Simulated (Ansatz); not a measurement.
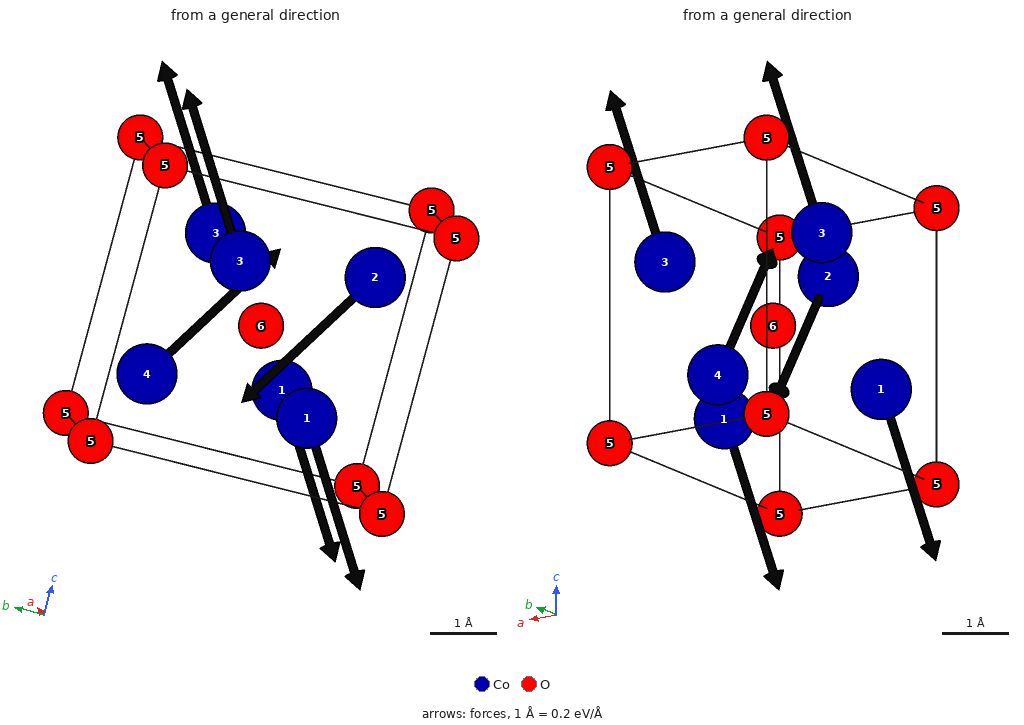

A spheres-only rendering, viewed from two general directions. The frame is the simulation cell; atoms at its boundary are shown with their periodic copies. The arrows are the computed forces on the atoms.

System: Co2O. The numbers come from DFT, PAW plane waves, PBE (Ansatz), using plane-wave cutoff 420 eV, 11×7×7 k-points, Fermi-Dirac smearing of 0.1 eV, no spin polarisation (a spin-restricted run, not always the ground state).

### Are the atoms in equilibrium?

No. The atoms still feel forces of up to about 0.47 eV/Å, far above a usual threshold of 0.01 to 0.03 eV/Å.

### Which atom is pushed hardest?

All Co atoms, about 0.47 eV/Å.

Where the cell comes from: a generated cell, made by putting these elements into a known structure type (the compound may or may not exist in this form). No relaxation was applied. It was run through Ansatz as a DFT input.
